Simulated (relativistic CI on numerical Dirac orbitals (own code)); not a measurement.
```
atom La  Z=57  charge=3  electrons=54
nucleus A=139  rms_radius_fm=4.8550
hamiltonian dirac-coulomb  breit=on  qed=on  c_scale=1
orbitals kli  potential=per-configuration
slater_scale 0.85
correlation fit
mixing on
configurations
  [Kr] 4d10 5s2 5p6
  [Kr] 4d10 4f 5s2 5p5
  [Kr] 4d10 5s2 5p5 5d
  [Kr] 4d10 5s2 5p5 6s
  [Kr] 4d10 5s2 5p5 6p
  [Kr] 4d10 5s2 5p5 6d
  [Kr] 4d10 5s2 5p5 7s
  [Kr] 4d10 4f2 5s2 5p4
  [Kr] 4d10 5s2 5p4 5d2
  [Kr] 4d10 5s2 5p5 5f
  [Kr] 4d10 5s 5p6 5d
  [Kr] 4d10 4f 5s2 5p4 5d
  [Kr] 4d10 5s 5p6 5f
  [Kr] 4d10 5s2 5p4 5f2
  [Kr] 4d10 4f2 5p6
  [Kr] 4d10 5s2 5p5 7p
  [Kr] 4d10 5p6 5d2
  [Kr] 4d10 4f 5s 5p6
  [Kr] 4d10 5s2 5p5 7d
  [Kr] 4d10 5s2 5p5 5g
  [Kr] 4d10 5s2 5p5 6f
  [Kr] 4d10 4f 5s2 5p4 5f
  [Kr] 4d10 5s2 5p5 7f
  [Kr] 4d10 4f 5s2 5p4 6s
  [Kr] 4d10 5s 5p6 6p
  [Kr] 4d10 4f 5s 5p5 5d
  [Kr] 4d10 4f2 5s 5p5
  [Kr] 4d10 5s2 5p4 5d 5f
  [Kr] 4d10 5s 5p6 6s
  [Kr] 4d10 5s 5p5 5d2
end
```

Run as (the task file carries these settings):
```bash
python run_levels.py task.json out
```

Level of the calculation: relativistic configuration interaction, KLI exchange-only orbitals, Breit term, model QED, valence Slater integrals scaled by 0.85, configurations shifted onto measured levels (radial Dirac CI code).

Levels without a good LS label are named by their open jj subshells in square brackets.

The plot shows absorption lines from the lowest level (oscillator strengths f):

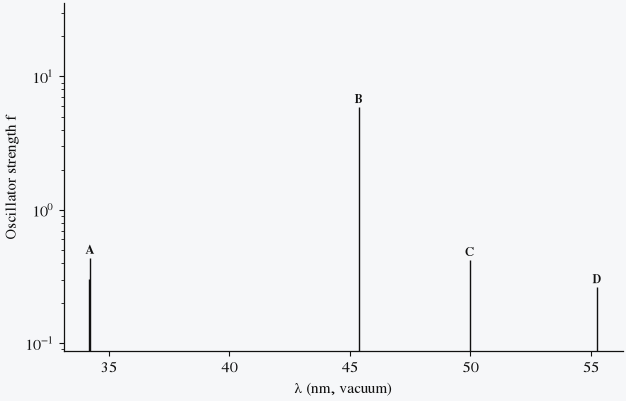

The lettered lines are A: 5s² 5p⁵ 6d [(5p₃/₂)³ 6d₅/₂] J = 1 ← 5s² 5p⁶ ¹S₀, 34.20 nm, f = 0.44; B: 5s² 5p⁵ 5d ¹P°₁ ← 5s² 5p⁶ ¹S₀, 45.37 nm, f = 5.9; C: 5s² 5p⁵ 6s [(5p₃/₂)³ 6s] J = 1 ← 5s² 5p⁶ ¹S₀, 49.96 nm, f = 0.42; D: 5s² 5p⁵ 5d ³D°₁ ← 5s² 5p⁶ ¹S₀, 55.26 nm, f = 0.26. The strongest, B, lies in the extreme ultraviolet region.

Limits of the model: shifts are fitted to measured levels, configurations with none paired borrow a shift and can be misplaced by tens of thousands of cm⁻¹; rates and lifetimes follow the computed energies and can be off by orders of magnitude; one shift a configuration: terms inside it, and wavelengths, can be off by thousands of cm⁻¹; the fine structure of a weakly bound d or f electron outside closed shells is too small or inverted; only a limited list of configurations is included, so lower levels can be missing; only lines among the lowest 91 of 2042 levels are drawn, so those from 5s² 5p⁵ 7p, 5s² 5p⁴ 4f 5d and 5s 5p⁶ 4f are incomplete.
